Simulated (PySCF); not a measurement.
**C₄H₇N₃OSi (SMILES C=Cc1n[nH]c(O[SiH3])n1): density, localisation and related maps**

| atom | x (Å) | y (Å) | z (Å) |
| --- | --- | --- | --- |
| C | 2.8428 | 0.9135 | 0.3481 |
| C | 2.4925 | -0.3076 | -0.0339 |
| C | 1.1170 | -0.7151 | -0.1915 |
| N | 0.7692 | -1.9265 | -0.5743 |
| N | -0.5776 | -1.8900 | -0.5962 |
| C | -0.9831 | -0.6533 | -0.2238 |
| O | -2.2482 | -0.3258 | -0.1555 |
| Si | -2.7647 | 1.1833 | 0.2955 |
| N | 0.0478 | 0.1037 | 0.0357 |
| H | 2.0932 | 1.6565 | 0.5591 |
| H | 3.8740 | 1.2005 | 0.4583 |
| H | 3.2162 | -1.0786 | -0.2542 |
| H | -1.1211 | -2.6958 | -0.8580 |
| H | -4.1895 | 0.9149 | 0.1544 |
| H | -2.3330 | 1.4536 | 1.6620 |
| H | -2.2430 | 2.1757 | -0.6370 |

Geometry: GFN2-xTB.

Method: B3LYP/def2-SVPD, SCF density, gas phase in PySCF 2.14.0.

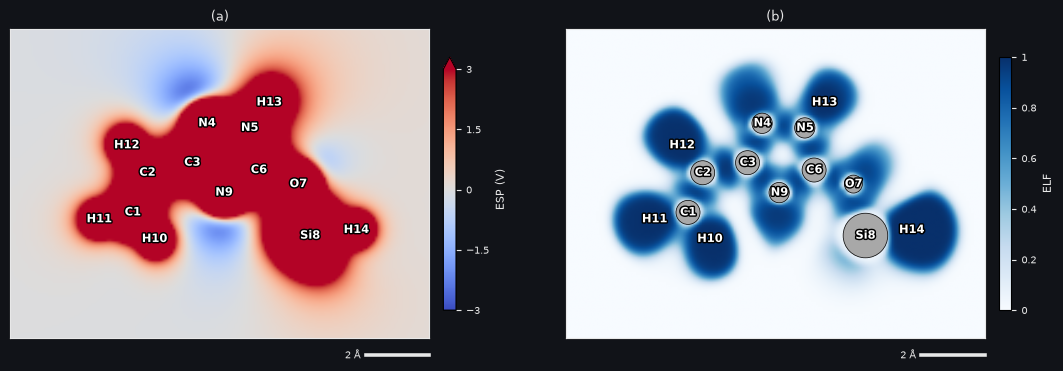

Figure 1. (a) molecular electrostatic potential; (b) electron localisation function on the plane of atoms C2, C3 and N9. Grey discs cover the atomic cores in the ELF map.

> What does the map show?

- The plane passes through C, N, O, Si and H nuclei.
- C–N (1.31 Å): the ELF peaks at about 0.90 between the atoms (a covalent bond).
- C–O (1.31 Å): the ELF peaks at about 0.90 between the atoms: a shared but strongly polarised pair.
- C–C (1.33 Å): the ELF peaks at about 0.95 between the atoms (a multiple bond).
- N–N (1.35 Å): the ELF peaks at about 0.90 between the atoms (a covalent bond).
- Si–O (1.66 Å): the ELF peaks at about 0.90 between the atoms (a polar covalent bond).
- The ELF also peaks beside N9, O7 and N4, away from the bonds: lone-pair regions.
- Outside the dense part of the molecule the potential is most negative (−2.3 V) near N4.

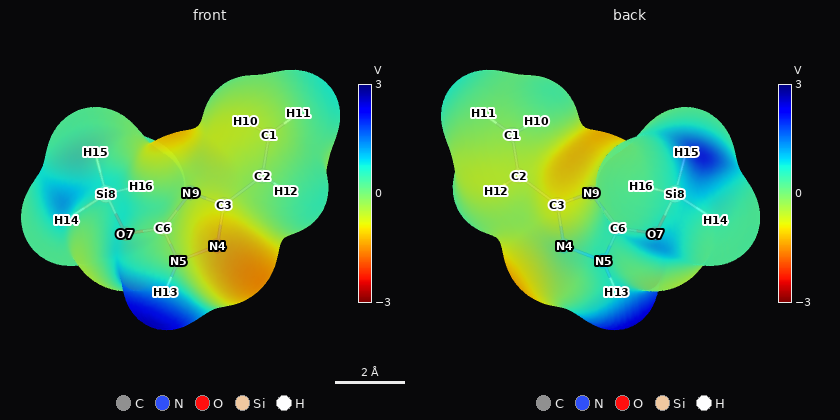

Figure 2. The electrostatic potential painted on the density surface at 0.002 e/bohr³, seen from the front and from behind; red is negative and blue positive.

> Describe the electrostatic potential map.

The most negative region (about −1.6 V) lies over N4, the most positive (about +2.6 V) over H13. N4 is the likeliest acceptor of a hydrogen bond.
